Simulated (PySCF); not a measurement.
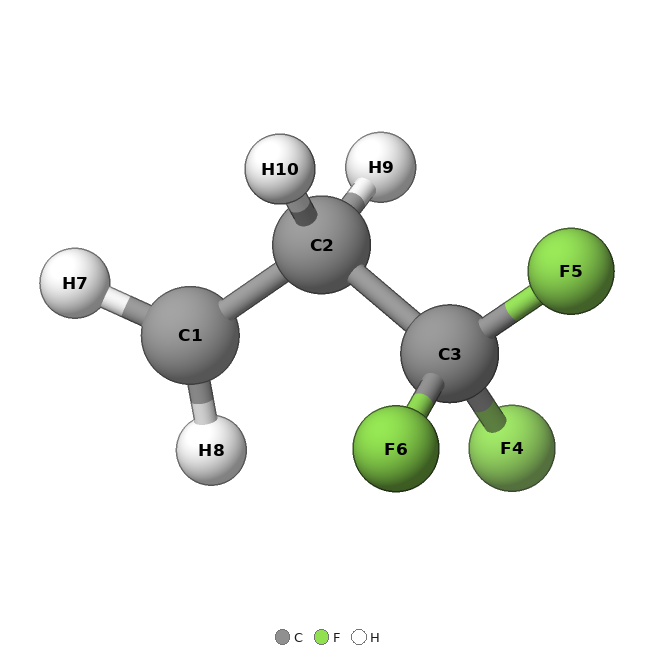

State: neutral, doublet. The computed structure is the end point of a GFN2-xTB optimisation. No frequency run is at hand to confirm it as a minimum. Method: UKS B3LYP, pcH-1 on C F H, non-relativistic (PySCF 2.14.0). Fermi-contact and spin-dipolar terms alone, no spin-orbit part.

### Which nucleus has the largest dipolar (anisotropic) hyperfine coupling?

13C at C1: principal values −83.4, −82.8, 166.2 MHz.

List the isotropic and dipolar parts for the most strongly coupled nuclei, one of each equivalent set.

```tsv
atom	isotope	a_iso (MHz)	dipolar part (MHz)
C1	13C	91.0	−83.4, −82.8, 166.2
H7	1H	−65.7	−40.2, −0.5, 40.7
H8	1H	−65.5	−40.1, −0.5, 40.6
F6	19F	1.4	−7.3, −3.5, 10.8
H10	1H	46.8	−4.9, −4.6, 9.5
H9	1H	152.7	−5.9, −3.2, 9.1
F5	19F	−1.7	−3.6, −2.6, 6.2
F4	19F	−1.1	−3.5, −1.7, 5.2
```
